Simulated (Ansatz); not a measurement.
## B₂SiH₅Br: geometry relaxation

B₂SiH₅Br, computed with RKS B3LYP-D4/def2-SVP (Ansatz 0.2.0).

It belongs to a series of runs on one base structure; here: end point A relaxed.

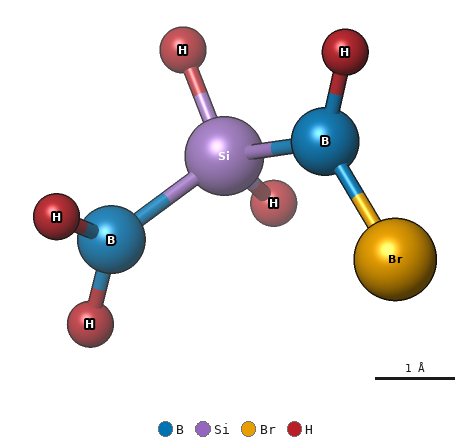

Fig. 1: The input geometry (ball-and-stick view, seen at a tilt).

Input file:
```yaml
crystal:
  periodic: [false, false, false]
  atoms:
    - { symbol: B, position_ang: [-0.3295, 1.0439, -1.1532] }
    - { symbol: Si, position_ang: [0.5617, -0.3976, -0.3472] }
    - { symbol: B, position_ang: [-0.0519, -0.5929, 1.4782] }
    - { symbol: Br, position_ang: [-1.8654, -0.968, 1.8907] }
    - { symbol: H, position_ang: [-1.062, 0.8959, -2.1258] }
    - { symbol: H, position_ang: [-0.2811, 2.1893, -0.7094] }
    - { symbol: H, position_ang: [2.0382, -0.1281, -0.3708] }
    - { symbol: H, position_ang: [0.3139, -1.6133, -1.095] }
    - { symbol: H, position_ang: [0.7645, -0.4755, 2.4153] }
basis:
  gaussian: { orbitals: def2-SVP }
hamiltonian:
  xc: b3lyp
  dispersion: d4
relax:
  f_tol: 0.015
  max_steps: 40
```

Command:
```bash
ansatz run input.yaml --threads 2 --pin off --max-ram 3072MiB --backend cpu --events-out ev --progress --plain --runs-dir out
```

The program's output:
```
The last accepted step is kept in [file] (removed where the run ends without a failure and the disk answers)
Engine: ansatz 0.2.0, x86_64-unknown-linux-gnu
Functional definition: B3LYP
  parameter a0 = 0.2
  parameter ax = 0.72
  parameter ac = 0.81
  exchange = (1 - a0 - ax)*slater_x + ax*b88_x + a0*exact_x
  correlation = (1 - ac)*vwn_rpa_c + ac*lyp_c
1100 factors; integrals over basis functions are off by at most 3.8e-4 eV
mean field evaluation 1: about -79344.6298 eV, gradient 2.1e1 eV
mean field evaluation 2: about -79344.6782 eV, gradient 2.2e1 eV
mean field evaluation 4: about -79346.3036 eV, gradient 1.3e0 eV
mean field evaluation 8: about -79346.3191 eV, gradient 1.2e-2 eV
mean field -79346.31909402 eV, -2915.9234438386 hartree, gradient 4.5e-5 eV, S^2 0.000000; 0 other end points of the search recorded, 0 dependent functions left out
the calculation of the forces begins
reference -79346.31937165 eV, -2915.9234540412 hartree; 32, 32 occupied and 71, 71 virtual orbitals, 1100 factors
relax step   1: F+E_penalty+E_count = -79346.64801443 eV  Δ(F+E_penalty+E_count) = +0.000e0 eV  max|allowed force component| = 2.425e0 eV/Å  Δτ_max = 0.0000 Å  (24 SCF iters, accepted)
these checks for a lower state are left out or cut short: starts, cluster_reference, orbital_swaps, neighbouring_geometries, increment
1100 factors; integrals over basis functions are off by at most 4.1e-4 eV
mean field evaluation 16: about -79346.5804 eV, gradient 6.2e-2 eV
mean field -79346.58999841 eV, -2915.9333993913 hartree, gradient 8.1e-6 eV, S^2 0.000000; 0 other end points of the search recorded, 0 dependent functions left out
the calculation of the forces begins
reference -79346.59027897 eV, -2915.9334097017 hartree; 32, 32 occupied and 71, 71 virtual orbitals, 1100 factors
relax step   2: F+E_penalty+E_count = -79346.91263338 eV  Δ(F+E_penalty+E_count) = -2.646e-1 eV  max|allowed force component| = 9.666e-1 eV/Å  Δτ_max = 0.0959 Å  (28 SCF iters, accepted)
these checks for a lower state are left out or cut short: starts, cluster_reference, orbital_swaps, neighbouring_geometries, increment
1100 factors; integrals over basis functions are off by at most 4.5e-4 eV
mean field -79346.64081001 eV, -2915.9352666829 hartree, gradient 1.2e-5 eV, S^2 0.000000; 0 other end points of the search recorded, 0 dependent functions left out
the calculation of the forces begins
reference -79346.64109237 eV, -2915.9352770597 hartree; 32, 32 occupied and 71, 71 virtual orbitals, 1100 factors
relax step   3: F+E_penalty+E_count = -79346.95950152 eV  Δ(F+E_penalty+E_count) = -4.687e-2 eV  max|allowed force component| = 3.507e-1 eV/Å  Δτ_max = 0.0678 Å  (29 SCF iters, accepted)
these checks for a lower state are left out or cut short: starts, cluster_reference, orbital_swaps, neighbouring_geometries, increment
1100 factors; integrals over basis functions are off by at most 4.3e-4 eV
mean field evaluation 32: about -79346.6551 eV, gradient 3.3e-4 eV
mean field -79346.65513604 eV, -2915.9357931550 hartree, gradient 1.7e-5 eV, S^2 0.000000; 0 other end points of the search recorded, 0 dependent functions left out
the calculation of the forces begins
reference -79346.65541935 eV, -2915.9358035664 hartree; 32, 32 occupied and 71, 71 virtual orbitals, 1100 factors
relax step   4: F+E_penalty+E_count = -79346.97499973 eV  Δ(F+E_penalty+E_count) = -1.550e-2 eV  max|allowed force component| = 9.269e-2 eV/Å  Δτ_max = 0.1282 Å  (28 SCF iters, accepted)
these checks for a lower state are left out or cut short: starts, cluster_reference, orbital_swaps, neighbouring_geometries, increment
1100 factors; integrals over basis functions are off by at most 4.1e-4 eV
mean field -79346.66731164 eV, -2915.9362406000 hartree, gradient 2.5e-5 eV, S^2 0.000000; 0 other end points of the search recorded, 0 dependent functions left out
the calculation of the forces begins
reference -79346.66759390 eV, -2915.9362509730 hartree; 32, 32 occupied and 71, 71 virtual orbitals, 1100 factors
relax step   5: F+E_penalty+E_count = -79346.98671546 eV  Δ(F+E_penalty+E_count) = -1.172e-2 eV  max|allowed force component| = 8.019e-2 eV/Å  Δτ_max = 0.1883 Å  (27 SCF iters, accepted)
these checks for a lower state are left out or cut short: starts, cluster_reference, orbital_swaps, neighbouring_geometries, increment
1100 factors; integrals over basis functions are off by at most 4.1e-4 eV
mean field -79346.65657131 eV, -2915.9358459000 hartree, gradient 2.1e-5 eV, S^2 0.000000; 0 other end points of the search recorded, 0 dependent functions left out
the calculation of the forces begins
reference -79346.65685084 eV, -2915.9358561727 hartree; 32, 32 occupied and 71, 71 virtual orbitals, 1100 factors
relax step   6: F+E_penalty+E_count = -79346.97608245 eV  Δ(F+E_penalty+E_count) = +1.063e-2 eV  max|allowed force component| = 5.127e-1 eV/Å  Δτ_max = 0.1953 Å  (28 SCF iters, rejected (line search))
these checks for a lower state are left out or cut short: starts, cluster_reference, orbital_swaps, neighbouring_geometries, increment
1100 factors; integrals over basis functions are off by at most 4.0e-4 eV
mean field -79346.67143261 eV, -2915.9363920428 hartree, gradient 1.7e-5 eV, S^2 0.000000; 0 other end points of the search recorded, 0 dependent functions left out
the calculation of the forces begins
reference -79346.67171272 eV, -2915.9364023367 hartree; 32, 32 occupied and 71, 71 virtual orbitals, 1100 factors
relax step   7: F+E_penalty+E_count = -79346.99147525 eV  Δ(F+E_penalty+E_count) = -4.760e-3 eV  max|allowed force component| = 5.222e-2 eV/Å  Δτ_max = 0.0977 Å  (27 SCF iters, accepted)
these checks for a lower state are left out or cut short: starts, cluster_reference, orbital_swaps, neighbouring_geometries, increment
1100 factors; integrals over basis functions are off by at most 3.8e-4 eV
mean field -79346.67165990 eV, -2915.9364003956 hartree, gradient 2.2e-5 eV, S^2 0.000000; 0 other end points of the search recorded, 0 dependent functions left out
the calculation of the forces begins
reference -79346.67193803 eV, -2915.9364106168 hartree; 32, 32 occupied and 71, 71 virtual orbitals, 1100 factors
relax step   8: F+E_penalty+E_count = -79346.99203404 eV  Δ(F+E_penalty+E_count) = -5.588e-4 eV  max|allowed force component| = 1.297e-1 eV/Å  Δτ_max = 0.0965 Å  (27 SCF iters, accepted)
these checks for a lower state are left out or cut short: starts, cluster_reference, orbital_swaps, neighbouring_geometries, increment
1100 factors; integrals over basis functions are off by at most 3.9e-4 eV
mean field evaluation 64: about -79346.6525 eV, gradient 1.4e0 eV
mean field -79346.67056218 eV, -2915.9363600551 hartree, gradient 9.6e-6 eV, S^2 0.000000; 0 other end points of the search recorded, 0 dependent functions left out
the calculation of the forces begins
reference -79346.67084055 eV, -2915.9363702850 hartree; 32, 32 occupied and 71, 71 virtual orbitals, 1100 factors
relax step   9: F+E_penalty+E_count = -79346.99153614 eV  Δ(F+E_penalty+E_count) = +4.979e-4 eV  max|allowed force component| = 1.317e-1 eV/Å  Δτ_max = 0.0386 Å  (30 SCF iters, rejected (line search))
these checks for a lower state are left out or cut short: starts, cluster_reference, orbital_swaps, neighbouring_geometries, increment
1100 factors; integrals over basis functions are off by at most 3.8e-4 eV
mean field -79346.67358220 eV, -2915.9364710388 hartree, gradient 9.7e-6 eV, S^2 0.000000; 0 other end points of the search recorded, 0 dependent functions left out
the calculation of the forces begins
reference -79346.67386037 eV, -2915.9364812615 hartree; 32, 32 occupied and 71, 71 virtual orbitals, 1100 factors
relax step  10: F+E_penalty+E_count = -79346.99437982 eV  Δ(F+E_penalty+E_count) = -2.346e-3 eV  max|allowed force component| = 2.746e-2 eV/Å  Δτ_max = 0.0188 Å  (29 SCF iters, accepted)
these checks for a lower state are left out or cut short: starts, cluster_reference, orbital_swaps, neighbouring_geometries, increment
1100 factors; integrals over basis functions are off by at most 3.8e-4 eV
mean field -79346.67322135 eV, -2915.9364577777 hartree, gradient 9.6e-6 eV, S^2 0.000000; 0 other end points of the search recorded, 0 dependent functions left out
the calculation of the forces begins
reference -79346.67349906 eV, -2915.9364679833 hartree; 32, 32 occupied and 71, 71 virtual orbitals, 1100 factors
relax step  11: F+E_penalty+E_count = -79346.99472412 eV  Δ(F+E_penalty+E_count) = -3.443e-4 eV  max|allowed force component| = 9.778e-3 eV/Å  Δτ_max = 0.0297 Å  (29 SCF iters, accepted)
1100 factors; integrals over basis functions are off by at most 3.8e-4 eV
mean field evaluation 96: about -79346.6732 eV, gradient 2.1e-3 eV
```

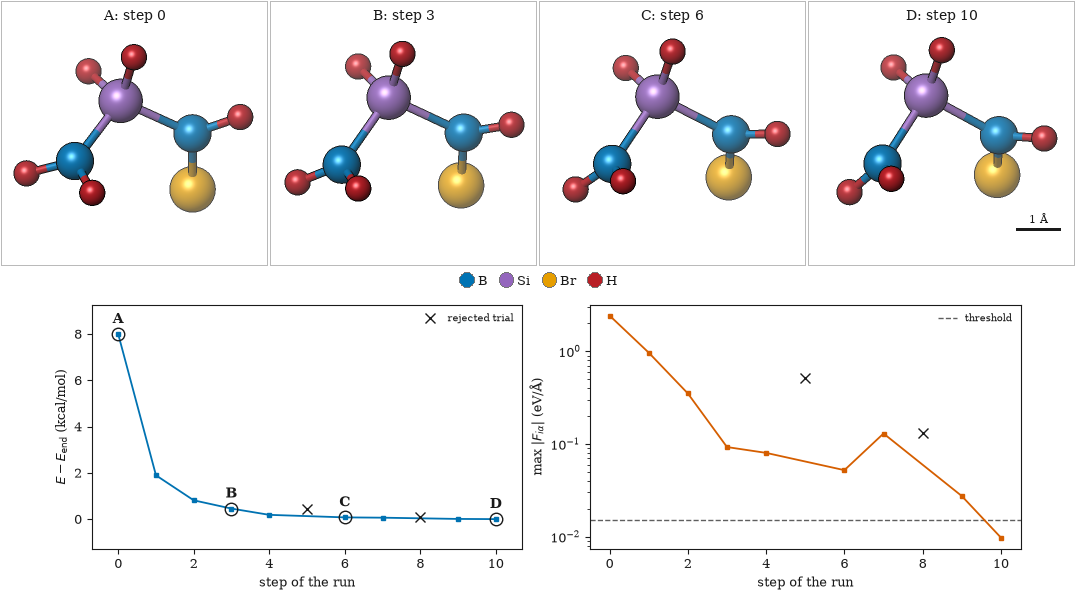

Fig. 2: Frames of the relaxation (ball-and-stick view, seen at a tilt) above the curves, on which the letters mark them (the first geometry is step 0 here and step 1 in the log).

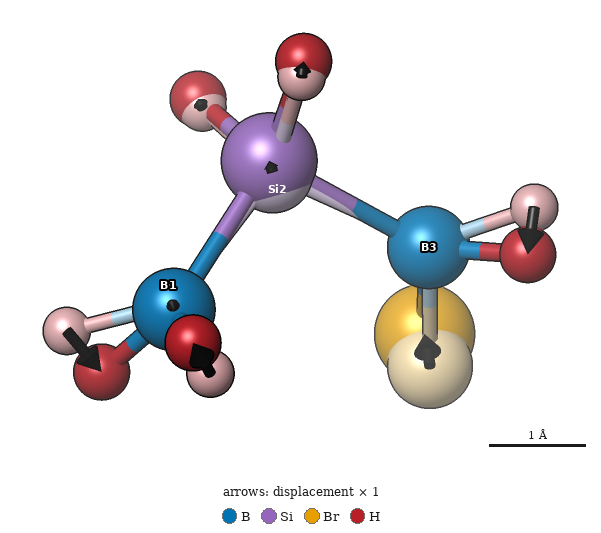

Fig. 3: Start (faint) and end (solid) with the displacements as black arrows, at true length (ball-and-stick view, seen at a tilt). The two geometries are laid on each other by the best rigid fit. After 10 geometry steps the energy has fallen by 8.00 kcal/mol. Largest force component: 2.4 eV/Å at the start, 0.0098 eV/Å at the end. The line search rejected the trial steps at points 5, 8 (counted from 0) and went back. The atom that moves furthest after the best rigid fit is H5 (0.58 Å). Largest moves by element: H 0.58 Å, Br 0.44 Å, Si 0.13 Å, B 0.10 Å. Distances before and after: B1–Si2 1.877 → 2.014 Å, Si2–B3 1.936 → 2.024 Å, Si2–H8 1.449 → 1.495 Å, B3–H9 1.248 → 1.203 Å. Among the angles that change: B1–Si2–B3 109.4° → 101.5°, Si2–B3–H9 119.4° → 124.3°, B1–Si2–H7 108.8° → 112.8°. (Atoms are counted from 1 in the order of the input.)

```
mean field -79346.67322135 eV, -2915.9364577777 hartree, gradient 9.6e-6 eV, S^2 0.000000; 1 other end points of the search recorded, 0 dependent functions left out
the calculation of the forces begins
reference -79346.67349906 eV, -2915.9364679833 hartree; 32, 32 occupied and 71, 71 virtual orbitals, 1100 factors
Total energy: -79346.99500183 eV, -2915.9482829924 hartree
Atom 0 at    -0.327042     1.141083    -1.136262 Å, force     0.004252     0.002883    -0.006852 eV/Å
Atom 1 at     0.653832    -0.459592    -0.407449 Å, force     0.006808    -0.005218    -0.009778 eV/Å
Atom 2 at    -0.082507    -0.559556     1.475041 Å, force     0.004310    -0.002184     0.007695 eV/Å
Atom 3 at    -1.777347    -1.386757     1.793038 Å, force    -0.004636    -0.001957     0.000660 eV/Å
Atom 4 at    -1.401311     1.010924    -1.667594 Å, force    -0.000917     0.001473     0.002466 eV/Å
Atom 5 at     0.104319     2.256957    -0.985127 Å, force    -0.003819     0.001899     0.001774 eV/Å
Atom 6 at     2.136654    -0.264291    -0.375554 Å, force    -0.005670    -0.001103     0.001641 eV/Å
Atom 7 at     0.335766    -1.717094    -1.150506 Å, force     0.000608     0.002237     0.004193 eV/Å
Atom 8 at     0.446036    -0.067974     2.437213 Å, force    -0.000936     0.001971    -0.001799 eV/Å
Dipole moment:     0.039182     0.060121    -0.017966 e Å
```

Trajectory as extended XYZ (Å, eV, eV/Å), 11 frames, from step=1 to step=11:
```
9
Properties=species:S:1:pos:R:3:forces:R:3 step=1 energy=-79346.64801
B    -0.3295    1.0439   -1.1532   -1.5837   2.4251  -1.1492
Si    0.5617   -0.3976   -0.3472    1.6732  -0.9661  -0.0627
B    -0.0519   -0.5929    1.4782    0.6692  -0.0348   1.7931
Br   -1.8654   -0.9680    1.8907   -0.2116  -0.0406   0.1188
H    -1.0620    0.8959   -2.1258    0.2624   0.0624   0.3314
H    -0.2811    2.1893   -0.7094    0.0775  -0.4427  -0.1787
H     2.0382   -0.1281   -0.3708    0.0229  -0.0164   0.0408
H     0.3139   -1.6133   -1.0950   -0.0829  -0.9149  -0.3983
H     0.7645   -0.4755    2.4153   -0.8270  -0.0720  -0.4953
9
Properties=species:S:1:pos:R:3:forces:R:3 step=2 energy=-79346.91263
B    -0.3756    1.0931   -1.1703   -0.4605   0.9666  -0.6150
Si    0.5790   -0.4194   -0.3797    0.6730  -0.5396   0.0892
B    -0.0263   -0.6217    1.5065    0.2684   0.1332   0.7736
Br   -1.8469   -0.9914    1.9283   -0.2148  -0.0783  -0.0088
H    -1.0953    0.9649   -2.1375    0.0077  -0.0237   0.1598
H    -0.2579    2.2277   -0.7509    0.0142  -0.2231   0.0356
H     2.0553   -0.1429   -0.3861   -0.0319   0.0227  -0.0246
H     0.3599   -1.6971   -1.1032   -0.0483  -0.1937  -0.1165
H     0.6961   -0.4594    2.4757   -0.2078  -0.0642  -0.2933
9
Properties=species:S:1:pos:R:3:forces:R:3 step=3 energy=-79346.95950
B    -0.3599    1.1247   -1.2169   -0.3507  -0.0245   0.0953
Si    0.6048   -0.4381   -0.3856    0.1315  -0.0102  -0.0421
B    -0.0243   -0.5998    1.5370   -0.0497  -0.0884  -0.0720
Br   -1.8585   -1.0106    1.9171    0.0205   0.0144  -0.0389
H    -1.1556    0.9883   -2.1171    0.1102   0.0154   0.0007
H    -0.2462    2.2294   -0.7449    0.1186   0.0097  -0.0519
H     2.0769   -0.1487   -0.4046   -0.0004  -0.0434   0.0127
H     0.3769   -1.7357   -1.1048   -0.0089   0.0690   0.0589
H     0.6742   -0.4558    2.5026    0.0290   0.0579   0.0373
9
Properties=species:S:1:pos:R:3:forces:R:3 step=4 energy=-79346.97500
B    -0.3827    1.1272   -1.1889    0.0927   0.0100  -0.0314
Si    0.6190   -0.4335   -0.3851   -0.0595  -0.0593   0.0070
B    -0.0287   -0.6046    1.5272   -0.0278   0.0318  -0.0294
Br   -1.8489   -1.0969    1.8708    0.0094  -0.0123  -0.0114
H    -1.2297    0.9908   -2.0357   -0.0339  -0.0229   0.0475
H    -0.1381    2.2464   -0.8116   -0.0135   0.0094   0.0150
H     2.0915   -0.1766   -0.3967    0.0486   0.0386  -0.0093
H     0.3698   -1.7241   -1.0993   -0.0164  -0.0018  -0.0064
H     0.6362   -0.3750    2.5021    0.0004   0.0065   0.0185
9
Properties=species:S:1:pos:R:3:forces:R:3 step=5 energy=-79346.98672
B    -0.3532    1.1392   -1.1760   -0.0007   0.0312  -0.0150
Si    0.6248   -0.4393   -0.3874    0.0802   0.0058  -0.0451
B    -0.0534   -0.5877    1.5129   -0.0669  -0.0321   0.0457
Br   -1.8206   -1.2539    1.8422    0.0359   0.0128  -0.0205
H    -1.3261    1.0017   -1.8742   -0.0153  -0.0275   0.0239
H     0.0008    2.2651   -0.9263    0.0123  -0.0073   0.0194
H     2.1047   -0.2048   -0.3824   -0.0192   0.0002   0.0074
H     0.3525   -1.7146   -1.1186   -0.0255  -0.0075   0.0058
H     0.5588   -0.2519    2.4926   -0.0007   0.0243  -0.0215
9
Properties=species:S:1:pos:R:3:forces:R:3 step=6 energy=-79346.97608 accepted=F
B    -0.3264    1.1472   -1.1607   -0.3642   0.3045  -0.1156
Si    0.6375   -0.4470   -0.3941    0.1631  -0.0231  -0.0464
B    -0.0726   -0.5808    1.4939   -0.1345   0.0720   0.2867
Br   -1.7943   -1.3921    1.8019    0.2499   0.1062  -0.0232
H    -1.4224    1.0112   -1.7046    0.5127   0.1003   0.2292
H     0.1289    2.2761   -1.0216   -0.1921  -0.3865  -0.0832
H     2.1230   -0.2375   -0.3688   -0.0645  -0.0239   0.0022
H     0.3372   -1.7088   -1.1372   -0.0126  -0.0026  -0.0014
H     0.4774   -0.1145    2.4740   -0.1578  -0.1469  -0.2483
9
Properties=species:S:1:pos:R:3:forces:R:3 step=7 energy=-79346.99148
B    -0.3410    1.1460   -1.1644    0.0250  -0.0360   0.0248
Si    0.6390   -0.4416   -0.3954   -0.0166  -0.0345  -0.0037
B    -0.0654   -0.5806    1.4996    0.0109   0.0522  -0.0332
Br   -1.7977   -1.3262    1.8167   -0.0112  -0.0124   0.0042
H    -1.3604    1.0031   -1.7918   -0.0035   0.0067   0.0174
H     0.0516    2.2664   -0.9548   -0.0059   0.0163  -0.0055
H     2.1213   -0.2315   -0.3774   -0.0168  -0.0061  -0.0048
H     0.3287   -1.7130   -1.1203    0.0234   0.0140  -0.0130
H     0.5123   -0.1689    2.4705   -0.0052  -0.0002   0.0140
9
Properties=species:S:1:pos:R:3:forces:R:3 step=8 energy=-79346.99203
B    -0.3289    1.1512   -1.1493   -0.0428   0.0066  -0.0753
Si    0.6466   -0.4460   -0.4008   -0.0414  -0.0133   0.0162
B    -0.0840   -0.5606    1.4870    0.0617  -0.0372   0.0357
Br   -1.7752   -1.4035    1.7995    0.0438   0.0478   0.0043
H    -1.3978    1.0082   -1.7030    0.1297   0.0570   0.0891
H     0.1109    2.2685   -1.0031   -0.0720  -0.0677  -0.0135
H     2.1312   -0.2556   -0.3711   -0.0255  -0.0060  -0.0010
H     0.3183   -1.7095   -1.1325    0.0266   0.0255   0.0024
H     0.4672   -0.0991    2.4560   -0.0801  -0.0127  -0.0578
9
Properties=species:S:1:pos:R:3:forces:R:3 step=9 energy=-79346.99154 accepted=F
B    -0.3232    1.1424   -1.1509   -0.0940   0.0720   0.1317
Si    0.6533   -0.4560   -0.4070    0.0319  -0.0639  -0.0191
B    -0.0751   -0.5715    1.4809   -0.0572   0.1307   0.0184
Br   -1.7824   -1.3839    1.7890    0.0605  -0.0003   0.0041
H    -1.4085    1.0089   -1.6678    0.1078   0.0244  -0.0054
H     0.1046    2.2623   -0.9829   -0.0324  -0.0942  -0.0700
H     2.1368   -0.2639   -0.3769   -0.0032  -0.0001  -0.0015
H     0.3351   -1.7168   -1.1462    0.0090   0.0109   0.0014
H     0.4478   -0.0678    2.4445   -0.0224  -0.0795  -0.0596
9
Properties=species:S:1:pos:R:3:forces:R:3 step=10 energy=-79346.99438
B    -0.3299    1.1458   -1.1441    0.0159   0.0072  -0.0204
Si    0.6483   -0.4535   -0.4040   -0.0014  -0.0075   0.0139
B    -0.0787   -0.5650    1.4837   -0.0015   0.0031   0.0028
Br   -1.7788   -1.3850    1.7994    0.0115   0.0067  -0.0003
H    -1.3949    1.0119   -1.6946    0.0112   0.0093   0.0204
H     0.1003    2.2634   -0.9914   -0.0204  -0.0275   0.0035
H     2.1314   -0.2575   -0.3753   -0.0071   0.0004  -0.0008
H     0.3318   -1.7152   -1.1417    0.0020   0.0124   0.0006
H     0.4589   -0.0911    2.4507   -0.0102  -0.0040  -0.0197
9
Properties=species:S:1:pos:R:3:forces:R:3 step=11 energy=-79346.99472
B    -0.3270    1.1411   -1.1363    0.0043   0.0029  -0.0069
Si    0.6538   -0.4596   -0.4074    0.0068  -0.0052  -0.0098
B    -0.0825   -0.5596    1.4750    0.0043  -0.0022   0.0077
Br   -1.7773   -1.3868    1.7930   -0.0046  -0.0020   0.0007
H    -1.4013    1.0109   -1.6676   -0.0009   0.0015   0.0025
H     0.1043    2.2570   -0.9851   -0.0038   0.0019   0.0018
H     2.1367   -0.2643   -0.3756   -0.0057  -0.0011   0.0016
H     0.3358   -1.7171   -1.1505    0.0006   0.0022   0.0042
H     0.4460   -0.0680    2.4372   -0.0009   0.0020  -0.0018
```

Summary:

```tsv
quantity	value
outcome	converged
total energy	−79346.9950 eV
mean-field energy	−79346.6735 eV
largest force (length of the vector) at the end	0.013 eV/Å
hardware	2 threads of AMD EPYC (Zen 3), 24 GiB of memory available, shared host
wall time	28 s (CPU time 53 s)
peak memory	0.25 GiB
```
